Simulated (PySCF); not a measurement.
```xyz
2

Co    0.0000    0.0000   -0.3147
N     0.0000    0.0000    1.3243
```

Theory: PySCF 2.14.0, PBE0/def2-TZVP, non-relativistic Hamiltonian with scalar-relativistic core potentials where named, at a bond length of 1.639 Å.

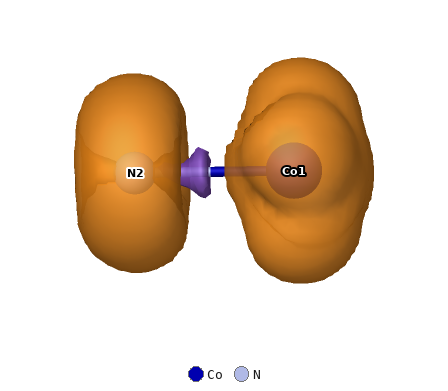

CoN (quintet). Isosurfaces of the spin density at +0.1 (orange) and −0.1 e/Å³ (purple), seen from one side.

### Describe the spin distribution.

The unpaired spin (4 electrons) lies mostly on Co1 (about 2.7) and N2 (about 1.3), in electrons by Hirshfeld's partition.
